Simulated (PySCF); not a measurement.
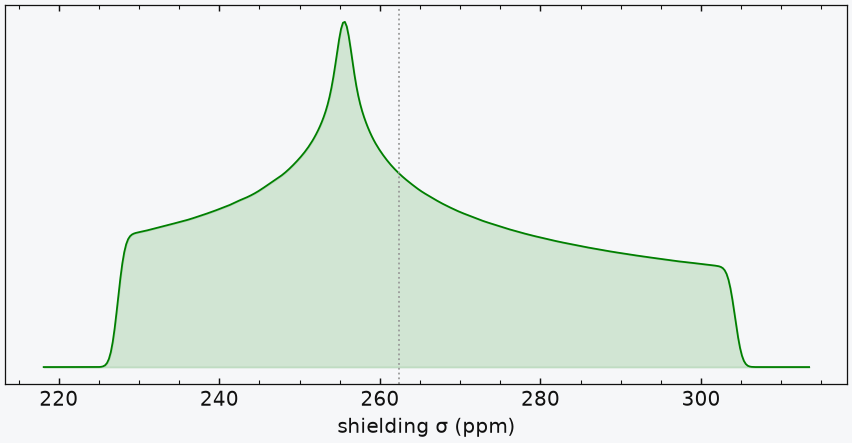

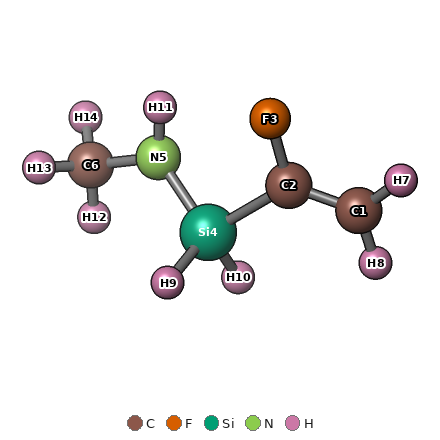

Static powder pattern (¹⁵N) from GIAO shielding tensors of C₃H₈FNSi, SMILES C=C(F)[SiH2]NC, PBE0/pcSseg-1, PySCF, at a GFN2-xTB geometry (no frequency check); absolute shielding, one fixed geometry of the isolated molecule without any motion, no dipolar terms. The dotted line is the isotropic value; skew is 3(σiso − σ22)/span.

Q: The pattern belongs to N5. Give the principal values, span and skew.

A: N5: σ11, σ22, σ33 = 227, 256, 304 ppm, isotropic 262, span 77 ppm, skew 0.27.

Caveats: the tight-binding geometry is rougher than a DFT one and adds to the error; one conformer of a flexible molecule.
